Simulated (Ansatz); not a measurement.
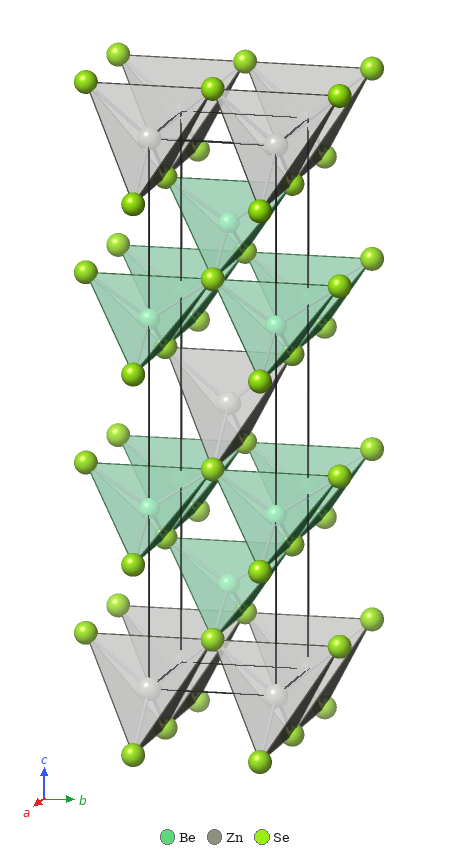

An orthographic polyhedral view of the structure, slightly off an axis. Thin lines show the conventional unit cell, with boundary atoms drawn in all their periodic places. A few atoms beyond the faces are included.

Be$_{2}$ZnSe$_{3}$, space group I-4m2 (No. 119), a = 3.774 Å, b = 3.774 Å, c = 16.257 Å, α = 90.00°, β = 90.00°, γ = 90.00°. Starting structure: a structure type filled with these elements by a generator (whether the compound takes this form wasn't checked). Earlier steps of the study, as a rule a relaxation of our own, may have changed the cell and positions, so they can lie some per cent off the listed ones. An electronic-structure calculation with Ansatz was run on it.

This one geometry was computed with Ansatz (DFT, plane waves, PAW) at three levels of theory: r2SCAN, LDA and PBE.

> Which level gives the highest pressure at this volume, and what does that say about its equilibrium volume?

Highest: PBE (0.0 GPa), which points to the largest equilibrium volume. Lowest, with the smallest volume: LDA (-4.7 GPa). Levels within 0.5 GPa of each other can't be told apart.

> How does the band gap change with the level of theory?

LDA: a gap of 2.46 eV, direct; PBE: a gap of 2.65 eV, indirect; r2SCAN: a gap of 3.11 eV, indirect.

> Collect the results in a table.

| level | cutoff (eV) | k-mesh of the run's cell | gap (eV) | pressure (GPa) |
| --- | --- | --- | --- | --- |
| r2SCAN | 500 | 8×8×8 | 3.11 | -1.3 |
| LDA | 420 | 8×8×8 | 2.46 | -4.7 |
| PBE | 420 | 8×8×8 | 2.65 | 0.0 |

Gaps are taken on the k-mesh or band path of each run.
